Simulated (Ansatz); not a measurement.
**KTaO3, pressure series**

Start from KTaO3 in the cubic perovskite structure (space group Pm-3m, No. 221).

```
KTaO3
1.0
    4.02436     0.00000     0.00000
    0.00000     4.02436     0.00000
    0.00000     0.00000     4.02436
K Ta O
1 1 3
Direct
  0.00000   0.00000   0.00000
  0.50000   0.50000   0.50000
  0.50000   0.00000   0.50000
  0.00000   0.50000   0.50000
  0.50000   0.50000   0.00000
```

Cell and atoms are relaxed at each pressure.

All numbers come from Kohn–Sham DFT with the PBE functional, run in Ansatz (a quantum-chemistry and plane-wave program) with PAW and 420 eV plane waves, without spin-orbit coupling.

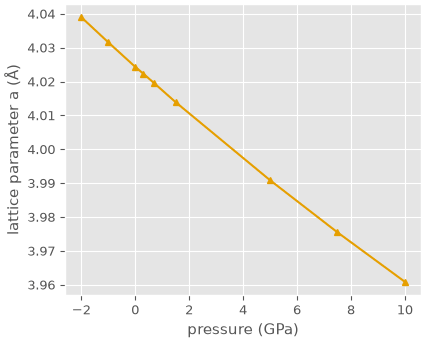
Figure. Lattice parameter a against pressure

```json
[
 {"pressure (GPa)": "-2", "lattice parameter a": "4.039 Å"},
 {"pressure (GPa)": "-1", "lattice parameter a": "4.032 Å"},
 {"pressure (GPa)": "0.3", "lattice parameter a": "4.022 Å"},
 {"pressure (GPa)": "0.7", "lattice parameter a": "4.020 Å"},
 {"pressure (GPa)": "1.5", "lattice parameter a": "4.014 Å"},
 {"pressure (GPa)": "5", "lattice parameter a": "3.991 Å"},
 {"pressure (GPa)": "7.5", "lattice parameter a": "3.975 Å"},
 {"pressure (GPa)": "10", "lattice parameter a": "3.961 Å"}
]
```

Load acts through the strain it causes; cell and atoms are relaxed under it. Whether these cells are dynamically stable was not tested. No other phases were tried under pressure.
